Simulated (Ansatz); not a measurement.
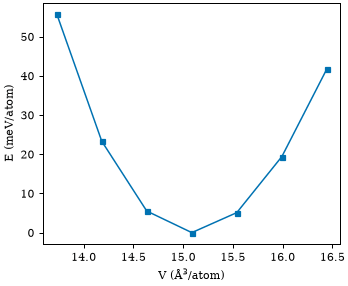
Figure. TiSi (CsCl type, Pm-3m) under volume change, DFT-PBE in the program Ansatz with PAW potentials, scaled uniformly.

Q: What does a third-order Birch–Murnaghan fit give for V₀, B₀ and B′?

A: V₀ = 15.08 Å³/atom, B₀ = 126 GPa, B′ = 4.1.

The cell is a constructed one: a structure type filled with these elements; neither database checked (COD, Materials Project) lists it. COD files the formula under space group No. 25, so this cell is another polymorph or a model. Its standing as an ambient phase is unchecked. The cell was relaxed with PBE under the symmetry of its start; whether a distortion lowers the energy is not shown. No spin polarisation was allowed.

Potentials: the later of the program's two PAW sets.
